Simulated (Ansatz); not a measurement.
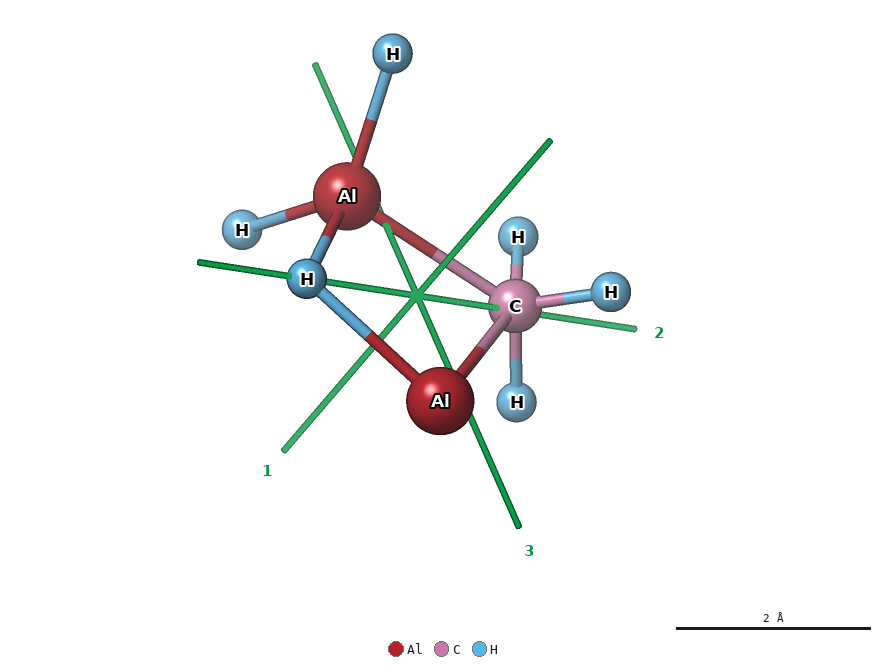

The three principal axes of inertia are drawn and numbered. Distant atoms are faded towards the background colour. The computed structure is the end point of a PBE-D4/def2-SVP optimisation. No frequency run is at hand to confirm it as a minimum. Masses are those of the most abundant isotopes; constants are for the rigid equilibrium geometry.

Which line is the a axis (least moment of inertia), which b and which c?

a is line 3, b is line 2, c is line 1; the moments are 47.2, 119, 155 u Å².

What kind of rotor is it, and what are its rotational constants in MHz?

An asymmetric top (Cs): A = 10707, B = 4230, C = 3255 MHz. Ray's parameter κ is −0.74, nearer the prolate limit.
